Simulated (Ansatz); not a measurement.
## Geometry relaxation, with input and output: C₂H₁₀OSi₃ (part 2 of 2)

Continued. System: C₂H₁₀OSi₃. Method: RKS r2SCAN-D4/6-31G (Ansatz 0.2.0). It belongs to a series of runs on one base structure; here: end point A relaxed.

Geometry of the input (Å):
```
C  -1.7488  -1.0472  0.3650
Si -0.1289  -0.7520  1.0372
C  1.1493  -1.6865  -0.0002
O  1.4536  -0.6162  -0.9864
Si 1.1589  0.6986  -0.0050
Si 0.0226  2.4265  -0.9470
H  -2.4720  -0.2414  0.7188
H  -2.1625  -1.9610  0.6354
H  -1.8064  -0.9444  -0.6987
H  -0.0011  -0.9302  2.5365
H  2.0986  -1.9377  0.5692
H  0.8183  -2.5932  -0.4375
H  2.3808  1.0760  0.6903
H  0.8283  3.1603  -1.9170
H  -1.2058  1.9096  -1.6283
H  -0.4077  3.4162  0.1118
```

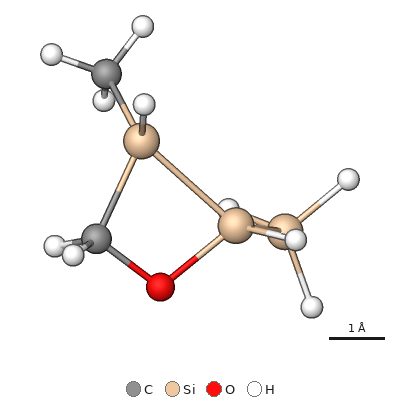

Figure 1. The geometry at step 11 of the log (ball-and-stick view, seen at a tilt).

Trajectory as extended XYZ, continued
```
16
Properties=species:S:1:pos:R:3:forces:R:3 step=4 energy=-27907.47784
C    -1.8771   -1.0737    0.4852   -0.0271  -0.1902   0.0959
Si   -0.0972   -0.9199    1.1666   -0.0228   0.1901  -0.2922
C     1.2035   -1.7603   -0.0420    0.1608  -0.2243  -0.1106
O     1.6766   -0.5980   -0.8740   -0.2681  -0.1346   0.2395
Si    1.1156    0.8122    0.0893    0.4154   0.3919   0.1728
Si    0.0859    2.5624   -1.1001   -0.1946  -0.1476  -0.0732
H    -2.5369   -0.3070    0.9036   -0.0261   0.0094   0.0218
H    -2.2792   -2.0611    0.7475   -0.0964   0.0448  -0.0521
H    -1.8763   -0.9754   -0.6077    0.0550   0.0175   0.0731
H    -0.0198   -1.2657    2.6353    0.0305   0.0444  -0.0502
H     2.0560   -2.1865    0.5056    0.0105  -0.0056  -0.0933
H     0.7964   -2.5240   -0.7176    0.0310   0.0535   0.0414
H     2.2826    1.4541    0.8184   -0.0132  -0.1121   0.1005
H     0.9389    3.2709   -2.1158    0.0301  -0.0661   0.0301
H    -1.1236    1.9793   -1.7765   -0.0684   0.1450  -0.0719
H    -0.3681    3.5700   -0.0737   -0.0166  -0.0161  -0.0314
16
Properties=species:S:1:pos:R:3:forces:R:3 step=5 energy=-27907.52740
C    -1.8966   -1.0888    0.5336   -0.0471  -0.0431   0.0566
Si   -0.0937   -0.9281    1.1482   -0.0315   0.0729  -0.0426
C     1.1922   -1.7371   -0.0945    0.1741   0.1465  -0.0137
O     1.6938   -0.5093   -0.8114   -0.0017  -0.2482   0.0326
Si    1.1333    0.8695    0.1975   -0.0234  -0.0372  -0.0265
Si    0.1037    2.5146   -1.1315   -0.1320   0.1614   0.0263
H    -2.5558   -0.3746    1.0426    0.0192  -0.0330  -0.0221
H    -2.2664   -2.1028    0.7342   -0.0479   0.0416  -0.0495
H    -1.9452   -0.9000   -0.5469    0.0171  -0.0169   0.0890
H     0.0293   -1.3103    2.6025   -0.0057  -0.0061   0.0195
H     2.0403   -2.2305    0.4005   -0.0588   0.0085  -0.0104
H     0.7598   -2.4320   -0.8258    0.0357   0.1085  -0.0362
H     2.2408    1.5092    1.0057    0.0455  -0.0515   0.0252
H     1.0278    3.1354   -2.1428    0.0107  -0.0494   0.0047
H    -1.0929    1.9440   -1.8417    0.0219  -0.0098  -0.0219
H    -0.3933    3.6181   -0.2260    0.0239  -0.0442  -0.0312
16
Properties=species:S:1:pos:R:3:forces:R:3 step=6 energy=-27907.53390
C    -1.9476   -1.1298    0.5918   -0.0295   0.0531  -0.0537
Si   -0.1192   -0.8938    1.1019   -0.0021  -0.2352   0.0640
C     1.1908   -1.6995   -0.1161   -0.0186   0.0290  -0.1898
O     1.8196   -0.4856   -0.7340    0.0187   0.0137   0.0349
Si    1.1555    0.9012    0.1980   -0.0237  -0.0566   0.0053
Si    0.1328    2.5344   -1.1668    0.0439  -0.0004  -0.0277
H    -2.6040   -0.4571    1.1552   -0.0057   0.0063   0.0055
H    -2.2721   -2.1609    0.7811    0.0494   0.0198   0.0182
H    -2.0731   -0.9203   -0.4765   -0.0076   0.0196   0.0054
H     0.0737   -1.3536    2.5262   -0.0094   0.1161   0.0794
H     1.9618   -2.2834    0.4008    0.0402   0.0108   0.0040
H     0.7686   -2.3165   -0.9206   -0.0001   0.0373   0.0392
H     2.2167    1.5435    1.0661   -0.0249  -0.0089   0.0151
H     1.0898    3.1324   -2.1610   -0.0041   0.0061   0.0167
H    -1.0201    1.9307   -1.9180   -0.0245   0.0012   0.0016
H    -0.3962    3.6356   -0.2838   -0.0021  -0.0118  -0.0180
16
Properties=species:S:1:pos:R:3:forces:R:3 step=7 energy=-27907.54551
C    -1.9513   -1.1266    0.6053   -0.0051  -0.0426   0.0050
Si   -0.1155   -0.9258    1.1017    0.0097   0.0538  -0.0148
C     1.1990   -1.6989   -0.1481    0.0336   0.0472  -0.0095
O     1.8414   -0.4690   -0.7149    0.0066  -0.0919   0.0220
Si    1.1366    0.8909    0.2209   -0.0545   0.0573   0.0037
Si    0.1399    2.5158   -1.1748    0.0086  -0.0090   0.0034
H    -2.5926   -0.4624    1.1965    0.0195  -0.0011  -0.0065
H    -2.2766   -2.1596    0.7797   -0.0225   0.0089  -0.0116
H    -2.0907   -0.8919   -0.4560    0.0078   0.0069   0.0203
H     0.0825   -1.2970    2.5526    0.0027  -0.0322  -0.0154
H     1.9668   -2.3057    0.3481    0.0028  -0.0064  -0.0230
H     0.7692   -2.2788   -0.9743   -0.0179   0.0075   0.0319
H     2.1646    1.5439    1.1189    0.0103  -0.0008   0.0013
H     1.1166    3.1092   -2.1512    0.0031   0.0011   0.0002
H    -1.0012    1.9081   -1.9431   -0.0020   0.0016  -0.0039
H    -0.4116    3.6252   -0.3172   -0.0028  -0.0004  -0.0032
16
Properties=species:S:1:pos:R:3:forces:R:3 step=8 energy=-27907.54821
C    -1.9476   -1.1277    0.6242    0.0088  -0.0055  -0.0190
Si   -0.1102   -0.9192    1.1098    0.0079  -0.0265  -0.0054
C     1.1900   -1.6829   -0.1584   -0.0163   0.0024  -0.0451
O     1.9086   -0.4610   -0.6397   -0.0113  -0.0256   0.0219
Si    1.1412    0.9041    0.2418    0.0195   0.0031   0.0218
Si    0.1458    2.4963   -1.1930    0.0014   0.0108   0.0084
H    -2.5883   -0.4650    1.2159   -0.0025   0.0116   0.0177
H    -2.2726   -2.1606    0.7955   -0.0141  -0.0113  -0.0041
H    -2.0880   -0.8886   -0.4358   -0.0075  -0.0001   0.0064
H     0.1048   -1.3249    2.5488    0.0052   0.0162  -0.0067
H     1.9187   -2.3721    0.2848    0.0000   0.0259   0.0098
H     0.7191   -2.1781   -1.0179    0.0071   0.0005   0.0061
H     2.1388    1.5838    1.1534    0.0026   0.0175  -0.0085
H     1.1289    3.1051   -2.1540    0.0047  -0.0087   0.0074
H    -0.9707    1.8679   -1.9803   -0.0022  -0.0058  -0.0029
H    -0.4412    3.6002   -0.3511   -0.0032  -0.0045  -0.0078
16
Properties=species:S:1:pos:R:3:forces:R:3 step=9 energy=-27907.54906
C    -1.9549   -1.1323    0.6351   -0.0472   0.0083   0.0180
Si   -0.1126   -0.9220    1.1041    0.0137  -0.0203   0.0161
C     1.1884   -1.6758   -0.1695   -0.0108  -0.0260  -0.0566
O     1.9275   -0.4525   -0.6165   -0.0188  -0.0430   0.0292
Si    1.1425    0.9094    0.2562    0.0042   0.0101  -0.0020
Si    0.1522    2.4895   -1.1973   -0.0030   0.0071   0.0045
H    -2.5917   -0.4805    1.2478    0.0452  -0.0428  -0.0313
H    -2.2761   -2.1707    0.7921    0.0138   0.0518  -0.0104
H    -2.1092   -0.8741   -0.4189   -0.0086  -0.0080   0.0213
H     0.1157   -1.3274    2.5413    0.0000   0.0014  -0.0116
H     1.9056   -2.3846    0.2651   -0.0323   0.0578  -0.0196
H     0.7151   -2.1475   -1.0436    0.0434   0.0336   0.0546
H     2.1297    1.6060    1.1677   -0.0078  -0.0098  -0.0072
H     1.1485    3.0900   -2.1505   -0.0059  -0.0026   0.0077
H    -0.9518    1.8500   -1.9943    0.0053  -0.0015  -0.0003
H    -0.4517    3.5999   -0.3747    0.0088  -0.0161  -0.0126
16
Properties=species:S:1:pos:R:3:forces:R:3 step=10 energy=-27907.54959
C    -1.9573   -1.1298    0.6385   -0.0382   0.0071   0.0257
Si   -0.1130   -0.9244    1.1025    0.0017  -0.0137   0.0058
C     1.1890   -1.6712   -0.1742   -0.0271  -0.0747  -0.0074
O     1.9304   -0.4513   -0.6097    0.0252   0.0617   0.0001
Si    1.1421    0.9101    0.2613    0.0016   0.0011  -0.0123
Si    0.1520    2.4825   -1.2002    0.0034   0.0137   0.0076
H    -2.5896   -0.4874    1.2649    0.0325  -0.0342  -0.0267
H    -2.2778   -2.1701    0.7822    0.0138   0.0425  -0.0069
H    -2.1190   -0.8564   -0.4104   -0.0025  -0.0058   0.0138
H     0.1192   -1.3305    2.5387   -0.0023  -0.0070  -0.0098
H     1.9039   -2.3807    0.2612   -0.0242   0.0165  -0.0116
H     0.7203   -2.1385   -1.0517    0.0177   0.0117   0.0370
H     2.1274    1.6077    1.1742   -0.0112  -0.0056  -0.0119
H     1.1543    3.0825   -2.1471   -0.0074   0.0010   0.0015
H    -0.9471    1.8417   -2.0035    0.0123  -0.0055   0.0061
H    -0.4574    3.5931   -0.3827    0.0046  -0.0090  -0.0109
16
Properties=species:S:1:pos:R:3:forces:R:3 step=11 energy=-27907.55023
C    -1.9605   -1.1260    0.6456    0.0055  -0.0139   0.0031
Si   -0.1134   -0.9289    1.0999   -0.0034   0.0282   0.0030
C     1.1886   -1.6695   -0.1775    0.0023  -0.0064  -0.0060
O     1.9391   -0.4472   -0.5997   -0.0043  -0.0040   0.0005
Si    1.1397    0.9115    0.2640    0.0029  -0.0021   0.0111
Si    0.1561    2.4800   -1.2051   -0.0036  -0.0082   0.0024
H    -2.5856   -0.4953    1.2881    0.0009  -0.0014  -0.0001
H    -2.2786   -2.1676    0.7749   -0.0058   0.0036   0.0001
H    -2.1320   -0.8364   -0.3968   -0.0014   0.0036  -0.0006
H     0.1241   -1.3457    2.5315   -0.0011   0.0004   0.0007
H     1.8986   -2.3836    0.2557   -0.0023  -0.0029  -0.0064
H     0.7219   -2.1279   -1.0592    0.0093   0.0014  -0.0032
H     2.1171    1.6141    1.1797    0.0026  -0.0005   0.0006
H     1.1603    3.0873   -2.1443    0.0037   0.0006  -0.0020
H    -0.9285    1.8263   -2.0166   -0.0008  -0.0003  -0.0042
H    -0.4698    3.5862   -0.3962   -0.0045   0.0020   0.0009
16
Properties=species:S:1:pos:R:3:forces:R:3 step=12 energy=-27907.55057
C    -1.9635   -1.1229    0.6546    0.0122   0.0002  -0.0119
Si   -0.1133   -0.9282    1.0976   -0.0007   0.0274   0.0027
C     1.1862   -1.6617   -0.1860    0.0208  -0.0103  -0.0114
O     1.9600   -0.4412   -0.5752   -0.0270  -0.0296   0.0115
Si    1.1439    0.9164    0.2759   -0.0043  -0.0251   0.0048
Si    0.1585    2.4677   -1.2109    0.0018   0.0034   0.0028
H    -2.5831   -0.5034    1.3128   -0.0078   0.0034   0.0036
H    -2.2790   -2.1665    0.7705   -0.0060  -0.0075   0.0025
H    -2.1452   -0.8171   -0.3816    0.0005   0.0008   0.0068
H     0.1318   -1.3546    2.5251    0.0007   0.0003   0.0011
H     1.8827   -2.3969    0.2350   -0.0134   0.0175  -0.0199
H     0.7164   -2.0937   -1.0803    0.0217   0.0151   0.0116
H     2.1112    1.6258    1.1966   -0.0013   0.0050  -0.0050
H     1.1684    3.0810   -2.1400    0.0026   0.0025  -0.0037
H    -0.9095    1.8011   -2.0348    0.0050  -0.0035   0.0050
H    -0.4883    3.5716   -0.4151   -0.0047   0.0003  -0.0005
16
Properties=species:S:1:pos:R:3:forces:R:3 step=13 energy=-27907.55068
C    -1.9680   -1.1202    0.6658   -0.0033   0.0276  -0.0212
Si   -0.1143   -0.9283    1.0959   -0.0067   0.0048  -0.0093
C     1.1826   -1.6527   -0.1967    0.0269  -0.0537  -0.0095
O     1.9814   -0.4374   -0.5456   -0.0306   0.0076   0.0147
Si    1.1465    0.9200    0.2901    0.0242  -0.0073  -0.0096
Si    0.1656    2.4567   -1.2156   -0.0267  -0.0116  -0.0113
H    -2.5813   -0.5156    1.3442   -0.0037  -0.0081  -0.0096
H    -2.2808   -2.1668    0.7629    0.0014  -0.0019   0.0032
H    -2.1623   -0.7922   -0.3622    0.0082  -0.0104   0.0329
H     0.1403   -1.3650    2.5187    0.0021   0.0002  -0.0019
H     1.8640   -2.4113    0.2097   -0.0333   0.0360  -0.0334
H     0.7119   -2.0534   -1.1065    0.0262   0.0259   0.0463
H     2.1046    1.6443    1.2090   -0.0047  -0.0106   0.0022
H     1.1793    3.0779   -2.1359    0.0004   0.0005   0.0026
H    -0.8793    1.7646   -2.0501    0.0129   0.0140   0.0078
H    -0.5130    3.5569   -0.4397    0.0067  -0.0131  -0.0041
16
Properties=species:S:1:pos:R:3:forces:R:3 step=14 energy=-27907.55090
C    -1.9673   -1.1184    0.6643    0.0043   0.0159  -0.0180
Si   -0.1140   -0.9268    1.0956   -0.0021   0.0052   0.0009
C     1.1830   -1.6539   -0.1951    0.0208  -0.0189  -0.0097
O     1.9788   -0.4379   -0.5498   -0.0223  -0.0028   0.0141
Si    1.1481    0.9198    0.2883    0.0087  -0.0187  -0.0099
Si    0.1637    2.4559   -1.2154   -0.0110  -0.0020  -0.0028
H    -2.5820   -0.5117    1.3391   -0.0050  -0.0010  -0.0019
H    -2.2801   -2.1645    0.7647   -0.0020  -0.0067   0.0028
H    -2.1596   -0.7946   -0.3649    0.0041  -0.0050   0.0181
H     0.1397   -1.3630    2.5187    0.0007   0.0007   0.0007
H     1.8660   -2.4096    0.2118   -0.0171   0.0194  -0.0169
H     0.7126   -2.0576   -1.1025    0.0125   0.0138   0.0201
H     2.1070    1.6397    1.2094   -0.0026  -0.0014  -0.0010
H     1.1764    3.0802   -2.1345    0.0001   0.0016   0.0003
H    -0.8819    1.7667   -2.0505    0.0093   0.0055   0.0066
H    -0.5135    3.5531   -0.4349    0.0017  -0.0057  -0.0035
16
Properties=species:S:1:pos:R:3:forces:R:3 step=15 energy=-27907.55103
C    -1.9652   -1.1152    0.6644    0.0001   0.0010   0.0007
Si   -0.1125   -0.9259    1.0984   -0.0013   0.0022  -0.0038
C     1.1817   -1.6538   -0.1955    0.0020  -0.0009   0.0000
O     1.9804   -0.4396   -0.5466   -0.0004  -0.0038   0.0016
Si    1.1502    0.9185    0.2887   -0.0015  -0.0008   0.0003
Si    0.1625    2.4523   -1.2150    0.0004   0.0013  -0.0005
H    -2.5819   -0.5072    1.3362   -0.0014   0.0016   0.0016
H    -2.2795   -2.1610    0.7658   -0.0010  -0.0015  -0.0003
H    -2.1542   -0.7928   -0.3653    0.0006  -0.0017   0.0008
H     0.1413   -1.3618    2.5214   -0.0001  -0.0011   0.0003
H     1.8622   -2.4135    0.2054    0.0015   0.0014  -0.0009
H     0.7078   -2.0510   -1.1031   -0.0008   0.0016   0.0001
H     2.1089    1.6400    1.2080    0.0018   0.0012   0.0010
H     1.1750    3.0854   -2.1284    0.0001   0.0019  -0.0009
H    -0.8754    1.7598   -2.0556    0.0004  -0.0012  -0.0007
H    -0.5241    3.5432   -0.4345   -0.0003  -0.0012   0.0006
16
Properties=species:S:1:pos:R:3:forces:R:3 step=16 energy=-27907.55108
C    -1.9664   -1.1124    0.6685   -0.0028   0.0003   0.0015
Si   -0.1124   -0.9251    1.0980   -0.0002  -0.0020  -0.0024
C     1.1803   -1.6506   -0.1990   -0.0010   0.0026  -0.0006
O     1.9879   -0.4385   -0.5365    0.0027  -0.0077   0.0002
Si    1.1526    0.9196    0.2932   -0.0020   0.0016  -0.0037
Si    0.1644    2.4462   -1.2178   -0.0016   0.0050   0.0034
H    -2.5813   -0.5077    1.3450    0.0014   0.0003  -0.0003
H    -2.2803   -2.1588    0.7657    0.0001   0.0010  -0.0006
H    -2.1584   -0.7851   -0.3591    0.0000  -0.0020   0.0006
H     0.1447   -1.3653    2.5191    0.0000  -0.0002   0.0006
H     1.8551   -2.4186    0.1951    0.0019  -0.0004   0.0014
H     0.7047   -2.0357   -1.1110   -0.0010   0.0004  -0.0007
H     2.1080    1.6443    1.2131    0.0011   0.0026   0.0009
H     1.1770    3.0893   -2.1242   -0.0009  -0.0001   0.0012
H    -0.8622    1.7455   -2.0657    0.0024  -0.0001   0.0015
H    -0.5367    3.5303   -0.4403   -0.0001  -0.0013  -0.0031
16
Properties=species:S:1:pos:R:3:forces:R:3 step=17 energy=-27907.55109
C    -1.9679   -1.1091    0.6731   -0.0034  -0.0017  -0.0004
Si   -0.1122   -0.9241    1.0963    0.0039  -0.0024   0.0029
C     1.1791   -1.6485   -0.2030   -0.0050   0.0040  -0.0039
O     1.9983   -0.4396   -0.5248    0.0010  -0.0088  -0.0034
Si    1.1568    0.9201    0.2958   -0.0121   0.0044   0.0110
Si    0.1655    2.4412   -1.2191    0.0009   0.0032  -0.0077
H    -2.5801   -0.5062    1.3538    0.0045  -0.0007  -0.0018
H    -2.2819   -2.1557    0.7685    0.0005   0.0025  -0.0002
H    -2.1637   -0.7789   -0.3528   -0.0013  -0.0011  -0.0002
H     0.1488   -1.3678    2.5156    0.0003   0.0004   0.0005
H     1.8467   -2.4262    0.1843    0.0007   0.0022   0.0007
H     0.7020   -2.0196   -1.1201    0.0028   0.0009   0.0011
H     2.1072    1.6487    1.2177    0.0025   0.0012  -0.0018
H     1.1794    3.0957   -2.1162   -0.0046   0.0003   0.0015
H    -0.8457    1.7296   -2.0770    0.0043   0.0037   0.0035
H    -0.5549    3.5175   -0.4480    0.0050  -0.0081  -0.0016
```

Summary

```json
{"quantity": "outcome", "value": "converged"}
{"quantity": "total energy", "value": "−27907.5511 eV"}
{"quantity": "mean-field energy", "value": "−27907.4418 eV"}
{"quantity": "largest force (length of the vector) at the end", "value": "0.017 eV/Å"}
{"quantity": "hardware", "value": "2 threads of Arm Neoverse N1, 16 GiB of memory available, shared host"}
{"quantity": "wall time", "value": "3 min (CPU time 5.8 min)"}
{"quantity": "peak memory", "value": "0.19 GiB"}
```
